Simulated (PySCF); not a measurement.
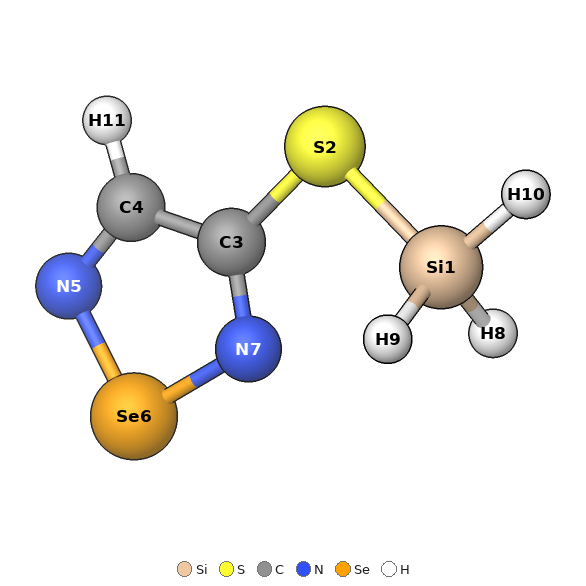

Numbered structure. Computed geometry: PBE0-D3(BJ)/def2-SVP optimisation. No frequency run is at hand to confirm it as a minimum.

What are the angles S2–Si1–H8, S2–Si1–H9, S2–Si1–H10, Si1–S2–C3, S2–C3–C4, S2–C3–N7, C4–C3–N7, C3–C4–N5, C3–C4–H11, N5–C4–H11, C4–N5–Se6, N5–Se6–N7, C3–N7–Se6?

```
     angle  degrees
 S2–Si1–H8    111.3
 S2–Si1–H9    111.2
S2–Si1–H10    101.8
 Si1–S2–C3     96.8
  S2–C3–C4    122.1
  S2–C3–N7    121.7
  C4–C3–N7    116.2
  C3–C4–N5    116.2
 C3–C4–H11    123.4
 N5–C4–H11    120.4
 C4–N5–Se6    107.8
 N5–Se6–N7     92.4
 C3–N7–Se6    107.5
```
